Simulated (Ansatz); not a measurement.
System: C3BN3 (charge +1, doublet).

Input

```
crystal:
  periodic: [false, false, false]
  atoms:
    - {symbol: B, position_ang: [0.000198, 0.000228, 0.003645]}
    - {symbol: C, position_ang: [1.529880, 0.015237, 0.000244]}
    - {symbol: N, position_ang: [2.710841, 0.026268, -0.002372]}
    - {symbol: C, position_ang: [-0.777941, 1.317253, -0.006555]}
    - {symbol: N, position_ang: [-1.379315, 2.333644, -0.016254]}
    - {symbol: C, position_ang: [-0.751542, -1.332086, 0.008920]}
    - {symbol: N, position_ang: [-1.332131, -2.360536, 0.012373]}
basis:
  gaussian: {orbitals: def2-TZVP, initial_orbitals: start.molden}
total_charge: 1
magnetization: {spin_polarized: true, initial_magnetization: 1}
hamiltonian: {xc: pbe0, dispersion: d4}
scf: {omitted_lower_state_checks: [starts]}
output: {orbitals: {seedname: orbitals}}
```

Launched as:

```sh
ansatz run in.yaml --threads 2 --pin off --events-out ev --progress --plain --max-ram 32768MiB --backend cpu
```

Geometry: B3LYP-D4/def2-SVP.

Method: UKS PBE0-D4/def2-TZVP in Ansatz 0.2.0.

What will maps of the electron density, electron localisation function and spin density show?

Answer. C–N (1.18 Å): ρ is about 3.5 e/Å³ halfway; the ELF peaks at about 0.90 between the atoms (a multiple bond).
C–B (1.53 Å): ρ at the midpoint is about 1.5 e/Å³; the ELF peaks at about 1 between the atoms: a covalent bond.
The unpaired spin (1 electron) lies mostly on N3 (about 0.3), N5 (about 0.3), N7 (about 0.3), C2 (about 0.1), C6 (about 0.1) and C4 (about 0.1), in electrons by Hirshfeld's partition.

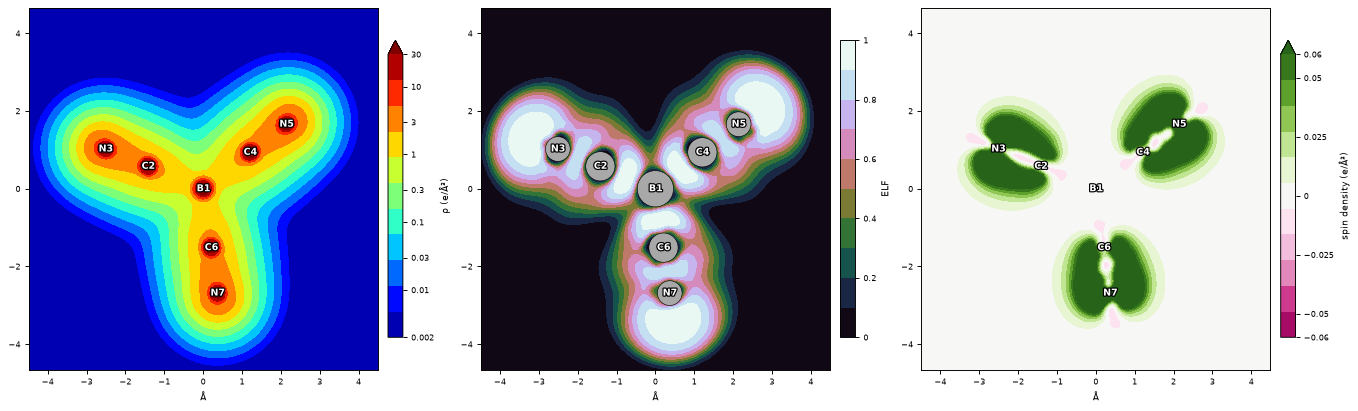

Computed electron density, electron localisation function and spin density on the molecular plane, in this order. Grey discs cover the atomic cores in the ELF map. 
